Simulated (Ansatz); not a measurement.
## TiO2(101) slab with HCOO (112 atoms): a reference run and its variants

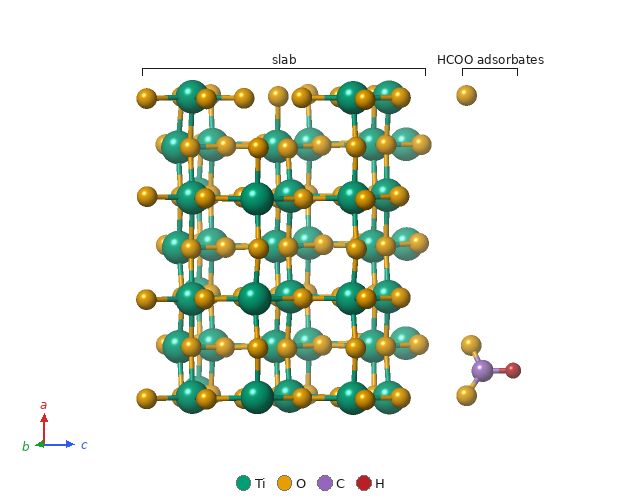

The cell (titanium teal, oxygen orange, carbon purple, hydrogen red). Bonds to atoms that aren't drawn are left out. Some periodic images of atoms are drawn too.

The cell holds 112 atoms: 36 Ti, 74 O, 1 C and 1 H. Cell: a = 11.355 Å, b = 10.239 Å, c = 25.026 Å, α = 90.0°, β = 90.0°, γ = 90.0°. It derives from TiO2 (anatase). Anatase TiO2 (cell 3.785, 3.785, 9.514, 90, 90, 90), (101) slab of 3 repeat layers, 3 x 1 surface cells, 12 Å of vacuum; atoms within 3.17 Å of the bottom held; 1 HCOO on bridge sites; displaced by a Gaussian of 0.03 Å. Regions: slab, 108 atoms (36 Ti and 72 O); HCOO adsorbates, 4 atoms (1 C, 2 O and 1 H). Vacuum lies along c.

Geometry: as built.

Reference run: Kohn-Sham DFT, PBE+D3(BJ), PAW (set soft_2), plane waves (Ansatz 0.2.0), cutoff 750 eV, Γ point, fermi-dirac smearing of 0.025 eV.

```
r.m.s. force component : 1.181 eV/Å
SCF cycles             : 54
time                   : 6.9 min on 4 threads of Arm Neoverse V1, shared host
```

Q: Estimate how much each variant changes the results, and its time and memory.
- support functions medium
- support functions low
- support functions medium, radius 3.54 Å
- support functions medium, radius 3.83 Å
- support functions medium, radius 4.08 Å
- support functions medium, radius 4.37 Å

Differences are against the run with plane waves at 750 eV (Kohn-Sham DFT, PBE+D3(BJ), PAW (set soft_2), plane waves), whose r.m.s. force component is 1.18 eV/Å. Energies are set beside the reference only for runs with its functional, potentials and electron count. Times are for 4 threads of Arm Neoverse V1, shared host.

```csv
run,"Δ force, r.m.s. (meV/Å)",share of r.m.s. force (%),Δ energy (meV/atom),cycles,time,host memory (GiB)
reference,-,-,-,54,6.9 min,8.8
support functions medium,0.389,0.0329,-0.782,24,6.6 min,6.6
support functions low,0.507,0.0429,-0.785,21,5.9 min,6.4
"support functions medium, radius 3.54 Å",0.376,0.0318,-0.782,24,6 min,6.4
"support functions medium, radius 3.83 Å",0.372,0.0315,-0.782,24,7.5 min,6.9
"support functions medium, radius 4.08 Å",0.358,0.0303,-0.783,24,9.5 min,7.4
"support functions medium, radius 4.37 Å",0.342,0.0289,-0.783,24,12 min,8.2
```

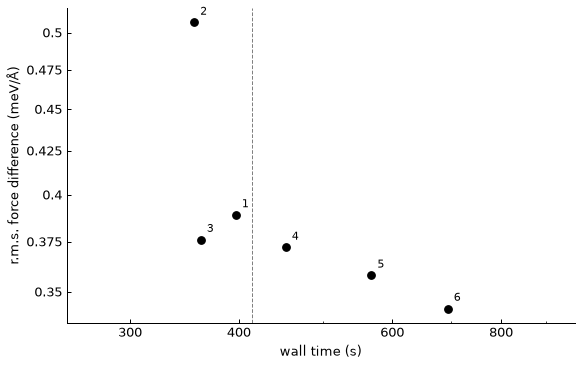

Force difference from the reference against wall time; the dashed line marks the reference's time. Points: 1 support functions medium; 2 support functions low; 3 support functions medium, radius 3.54 Å; 4 support functions medium, radius 3.83 Å; 5 support functions medium, radius 4.08 Å; 6 support functions medium, radius 4.37 Å.

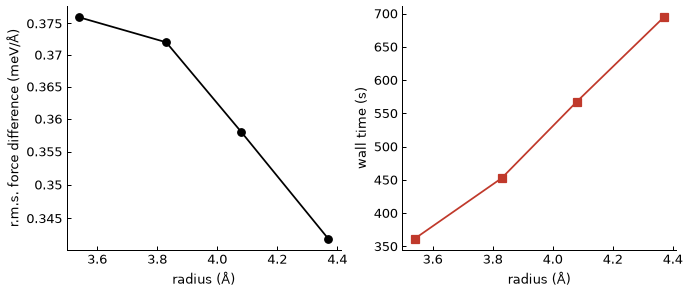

Force difference and time against the radius.

Among numerical settings the force difference runs from 0.34 meV/Å (support functions medium, radius 4.37 Å) to 0.51 meV/Å (support functions low). At 112 atoms the fastest of the runs at a preset level, support functions low, takes 0.86 times the time of plane waves, in 21 SCF cycles against 54. Differences between support functions and plane waves include what basis error the plane-wave run still has. As the radius goes from 3.54 to 4.37 Å, the force difference goes from 0.38 to 0.34 meV/Å, and the time from 6 min to 12 min. The main run has no spin polarisation, so moments on Ti can't form in it, and no Hubbard term. The electron count is odd and the run has no spin polarisation, so levels at the top are partly filled by construction.

[Logs are printed without paths, hosts, clocks, repeated set-up lines and the standing remarks that a program may print on its own settings, such as how far it seeks lower states.]

[Hosts, paths, dates, database ids (printed as entryN), source tags and the programs' standing remarks are cut or masked in the printed files.]
